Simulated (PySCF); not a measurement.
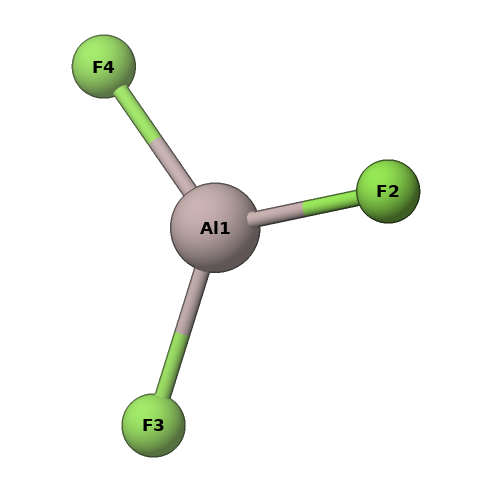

The geometry was computed by an optimisation with PBE0-D3(BJ)/def2-SVP. No frequency run is at hand to confirm it as a minimum. Properties computed with delta-SCF UKS SCAN, pcX-2 on the ionised atom (unc-x2c-TZVPall on a metal), pcseg-1 elsewhere, spin-free X2C (PySCF 2.14.0).

Give the core-electron binding energies (to vacuum; p and d levels without spin–orbit splitting) of Al1 1s, Al1 2p, F2 1s.

```json
{"atom": "Al1", "level": "1s", "binding energy (eV)": "1570.5"}
{"atom": "Al1", "level": "2p", "binding energy (eV)": "83.8"}
{"atom": "F2", "level": "1s", "binding energy (eV)": "693.0"}
```
